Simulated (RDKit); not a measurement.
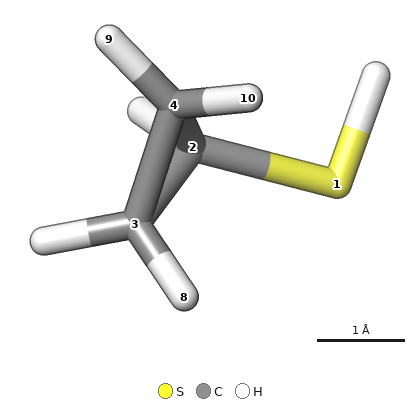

Figure 1. The structure (stick view, seen at a tilt; atoms are numbered from 1 in the order of the input). Bond lengths as drawn: C–C 1.50 Å, C–H 1.08 Å, C–S 1.80 Å and H–S 1.33 Å.

## Property calculation, with input and output: C3H6S

System: C3H6S.
Method: EHT (RDKit 2026.09.1).

The geometry comes from this level: GFN2-xTB.

Log
```
22 orbitals, 24 valence electrons, sum of one-electron energies -406.2413 eV
   9   -13.5204 eV
  10   -12.9840 eV
  11   -12.1664 eV
  12   -10.7198 eV (HOMO)
  13    -3.5723 eV (LUMO)
  14    -0.7144 eV
  15     3.3131 eV
Mulliken charges: S1=+0.082 C2=-0.030 C3=-0.061 C4=-0.068 H5=-0.040 H6=+0.015 H7=+0.025 H8=+0.025 H9=+0.027 H10=+0.025
reduced overlap populations above 0.1
  S1-C2   0.682
  C2-C3   0.680
  C2-C4   0.675
  C3-C4   0.661
  S1-H5   0.728
  C2-H6   0.805
  C3-H7   0.801
  C3-H8   0.803
  C4-H9   0.800
  C4-H10   0.803
```

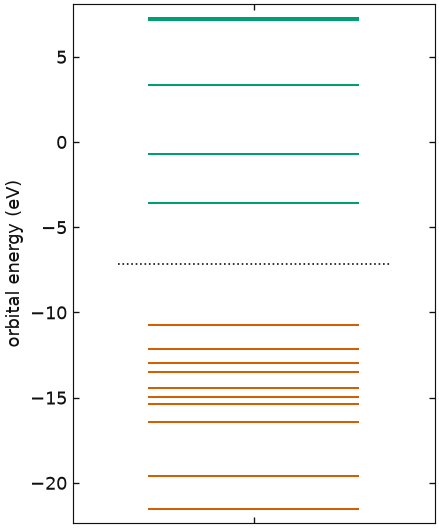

Figure 2. Orbital energies near the frontier; the dotted line parts filled from empty levels, and levels within 0.02 eV of each other stand side by side. Highest filled −10.72 eV, lowest empty −3.57 eV, 7.15 eV apart.

The run was set up as follows.

The input (job.py)
```python
import json
import numpy as np
from rdkit import Chem
from rdkit.Chem import AllChem
from rdkit.Chem import rdDetermineBonds
from rdkit.Chem import rdEHTTools

mol = Chem.MolFromXYZFile("mol.xyz")
symbols = [a.GetSymbol() for a in mol.GetAtoms()]
start = mol.GetConformer().GetPositions().copy()

ok, res = rdEHTTools.RunMol(mol, keepOverlapAndHamiltonianMatrices=True)
if not ok:
    raise RuntimeError("the extended Hueckel run failed")
eps = np.array(res.GetOrbitalEnergies())
nel = res.numElectrons
homo = (nel + 1) // 2 - 1
print(f"{res.numOrbitals} orbitals, {nel} valence electrons, sum of one-electron energies {res.totalEnergy:.4f} eV")
for i in range(max(0, homo - 3), min(len(eps), homo + 4)):
    print(f"{i + 1:4d} {eps[i]:10.4f} eV", "(HOMO)" if i == homo else "(LUMO)" if i == homo + 1 else "")
q = np.array(res.GetAtomicCharges())
print("Mulliken charges:", " ".join(f"{a}{i + 1}={c:+.3f}" for i, (a, c) in enumerate(zip(symbols, q))))
op = res.GetReducedOverlapPopulationMatrix()
pairs = [(k, i, op[i * (i + 1) // 2 + k]) for i in range(len(symbols)) for k in range(i) if abs(op[i * (i + 1) // 2 + k]) > 0.1]
print("reduced overlap populations above 0.1")
for k, i, p in pairs:
    print(f"  {symbols[k]}{k + 1}-{symbols[i]}{i + 1} {p:7.3f}")
json.dump(dict(symbols=symbols, start=start.tolist(), energy=res.totalEnergy * 23.060548, homo=eps[homo], lumo=eps[homo + 1] if homo + 1 < len(eps) else None, orbital_energies=eps.round(4).tolist(), charges_mulliken=q.tolist(), bond_orders=[[k + 1, i + 1, round(p, 4)] for k, i, p in pairs], nel=nel), open("results.json", "w"))
```

File mol.xyz
```
10

S     -0.892270     0.436550    -1.796800
C     -0.629610    -0.018120    -0.071010
C      0.436630    -1.022680     0.229160
C      0.630350     0.410950     0.613320
H     -1.155750     1.722950    -1.564750
H     -1.554790    -0.051990     0.487730
H      0.244570    -1.751410     1.002130
H      1.011260    -1.405160    -0.600470
H      0.570770     0.684960     1.656070
H      1.338840     0.993940     0.044620
```

Run as:
```bash
python job.py
```

Key numbers

| quantity | value |
| --- | --- |
| outcome | converged |
| total energy | −14.929091 hartree |
| HOMO | −10.72 eV |
| LUMO | −3.57 eV |
| hardware | 1 thread of Intel Xeon (Sapphire Rapids), 16 GiB of memory available, shared host |
| peak memory | 0.074 GiB |
